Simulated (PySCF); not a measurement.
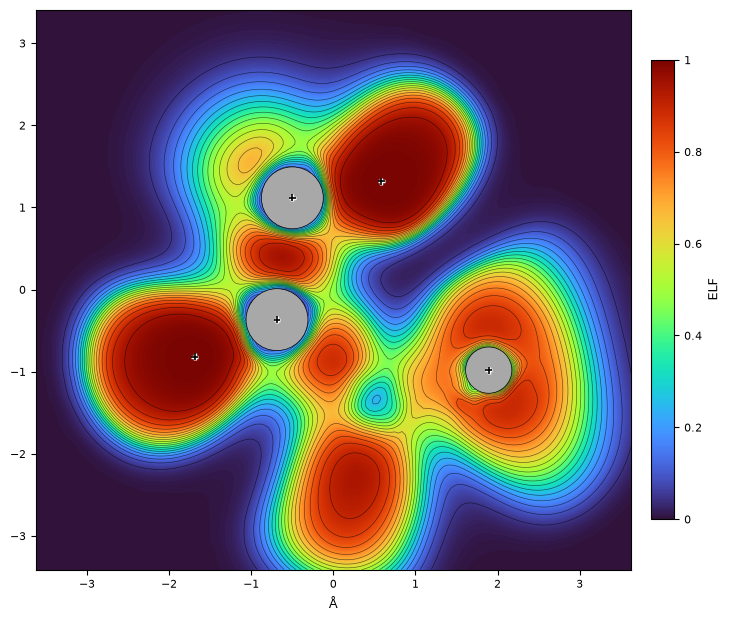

The electron localisation function on a plane through atoms (crosses mark nuclei in the plane; grey discs cover the cores).

Level of theory: DFT single point, gas phase, functional PBE0 (PySCF).

Candidates:
A. C$_{6}$H$_{8}$ (SMILES C1=CCC=CC1)
B. C$_{3}$H$_{7}$OS (charge −1)
C. C$_{3}$H$_{6}$F$_{3}$Si (SMILES C[Si-](C)C(F)(F)F) (charge −1)

Question: Which candidate gave the map?

Answer: Candidate B: C$_{3}$H$_{7}$OS on the plane of atoms C1, C2 and H9, which holds C, O and H. C–C (1.50 Å): the ELF peaks at about 0.95 between the atoms: a shared electron pair. C–H (1.10 Å): the ELF climbs to about 1 towards the hydrogen, as it does in any bond to H (an ordinary covalent bond to hydrogen).
